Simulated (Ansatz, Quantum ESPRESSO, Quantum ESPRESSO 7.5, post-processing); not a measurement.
## The work function of Rh(100), 7 layers, level by level

Wanted: work functions and the surface dipole of Rh(100), 7 layers at several levels, with their cost.

Method: plane-wave DFT, PBE, GBRV ultrasoft pseudopotentials (geometry and cross-check by Ansatz 0.2.0 with PAW datasets; geometry under PBE), in Quantum ESPRESSO 7.5.

**What experiment says.**

“Anisotropic work function of elemental crystals” (2019, arxiv:1902.07811) quotes from earlier work for Rh (clean (100) face): work function (clean (100) face) 5.3 eV.

**1. The starting structure**

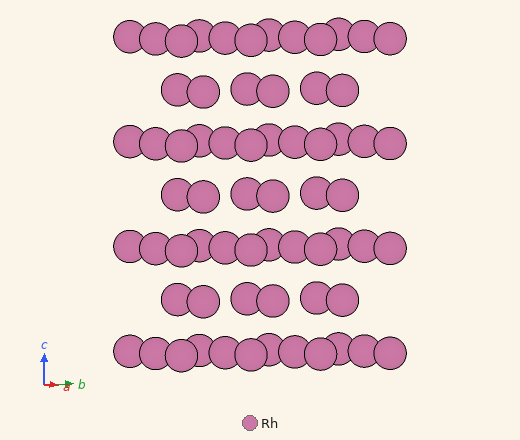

The cell as given, from the side, with the c axis up (rhodium pink). 2×3×1 cells are drawn. Some periodic images of atoms are drawn too.

The cell holds 7 atoms: 7 Rh. Cell: a = 2.687 Å, b = 2.687 Å, c = 27.400 Å, α = 90.0°, β = 90.0°, γ = 90.0°. It derives from Rh. Vacuum lies along c.

**2. Geometry from Ansatz**

A relaxation in Ansatz fixes the structure of this slab for the runs on it.

File input.yaml:

```yaml
crystal:
  lattice:
    - [2.6870057685, 0.0, 0.0]
    - [0.0, 2.6870057685, 0.0]
    - [0.0, 0.0, 27.4]
  atoms:
    - { symbol: Rh, position: [0.0, 0.0, 0.2919708029] }
    - { symbol: Rh, position: [0.5, 0.5, 0.3613138686] }
    - { symbol: Rh, position: [0.0, 0.0, 0.4306569343] }
    - { symbol: Rh, position: [0.5, 0.5, 0.5] }
    - { symbol: Rh, position: [0.0, 0.0, 0.5693430657] }
    - { symbol: Rh, position: [0.5, 0.5, 0.6386861314] }
    - { symbol: Rh, position: [0.0, 0.0, 0.7080291971] }
kpoints:
  mp_grid: { grid: [10, 10, 1] }
hamiltonian:
  xc: pbe
scf:
  occupations: { method: fermi_dirac, width: 0.1 }
  convergence: { dr2_threshold: 1.0e-08 }
efield:
  axis: 3
  dipole_correction: true
  ramp_position: 0.97
  ramp_width: 0.04
relax:
  f_tol: 0.01
  constraints: [{ sites: [2, 3, 4] }]
output:
  write_potential: true
  write_density: true
  volumetric_format: npy
```

The run is started by

```console
$ ansatz run input.yaml --threads 4 --pin off --max-ram 8192MiB --backend cpu --events-out ev --progress --plain --runs-dir out
```

Planned after this: ground state; electrostatic potential; macroscopic average; density by pp.x; projections on atomic orbitals; self-consistent run: open boundaries by the effective screening medium; self-consistent run: PBE, PseudoDojo norm-conserving; self-consistent run: LDA, GBRV ultrasoft; potential by pp.x; SCF with pw.x: PBE, SSSP efficiency; all levels side by side; SCF with pw.x, with diagonalization = paro and conv_thr = 0.0001; A check by hand. Settings of the main run: cutoff 40 Ry, smearing, Marzari-Vanderbilt smearing, smearing width 0.02 Ry, SCF threshold 1.00e-7 Ry, gbrv-pbe-1.5 potentials, 10×10×1 k-mesh.

Before running: what should come out for the work function of the upper face, PBE, GBRV; work function of the lower face, PBE, GBRV; upper face by ESM; and upper face by Ansatz?

At the first level (PBE, GBRV ultrasoft) the work function comes to 5.08 eV on both faces. ESM differs from the periodic treatment by -5 meV on the upper face and -4 meV on the lower. Over the levels tried the upper face spans 5.07 eV (QE PBE SSSP efficiency, periodic) to 5.47 eV (QE LDA GBRV ultrasoft, periodic).

| Property | Result |
| --- | --- |
| work function of the upper face, PBE, GBRV | 5.08 eV |
| work function of the lower face, PBE, GBRV | 5.08 eV |
| upper face by ESM | 5.08 eV |
| upper face by Ansatz | 5.07 eV |

Quantum ESPRESSO and Ansatz give 5.08 and 5.07 eV for the upper face, which agree. Ansatz ran with Fermi-Dirac smearing of 0.1 eV against cold smearing of 0.02 Ry, which alone can move a level by some tens of meV. With 10×10 points and so few layers the values hold to some 0.05 to 0.1 eV. The slab is cut at a tabulated measured bulk lattice constant, given to two decimals.

Computed beside measured:

| quantity | measured | QE PBE GBRV | QE PBE GBRV, ESM bc1 | QE PBE PseudoDojo | QE LDA GBRV | QE PBE SSSP efficiency | Ansatz PBE PAW |
| --- | --- | --- | --- | --- | --- | --- | --- |
| work function (clean (100) face) (eV) | 5.3 | 5.08 (-0.22 eV) | 5.08 (-0.22 eV) | 5.08 (-0.22 eV) | 5.47 (+0.17 eV) | 5.07 (-0.23 eV) | 5.07 (-0.23 eV) |

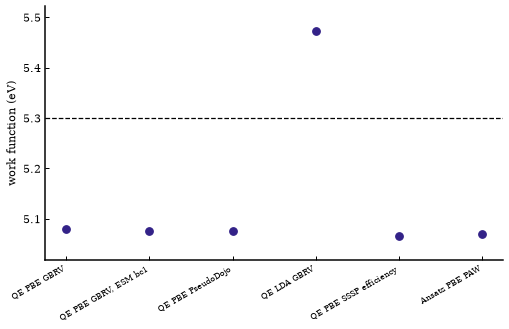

The work function by level; the dashed line is the measured value.

Measured values from arxiv:1902.07811 (2019).

How well it matches: For the work function, of the levels listed nearest comes QE LDA GBRV (+0.17 eV, fair agreement) and farthest QE PBE SSSP efficiency (-0.23 eV, fair agreement). The grades are ours: good and fair within 3 and 7 % for the work function. Other measurements of the same face can differ from the value quoted by 0.1 to 0.2 eV.

[Logs are printed without paths, hosts, clocks, repeated set-up lines and the standing remarks that a program may print on its own settings, such as how far it seeks lower states.]

[Hosts, paths, dates, database ids (printed as entryN), source tags and the programs' standing remarks are cut or masked in the printed files.]

[Maps of the electrostatic potential energy from Ansatz leave out the sawtooth potential of an applied field or a dipole correction, so their vacuum need not be flat; planar profiles and work functions include it.]
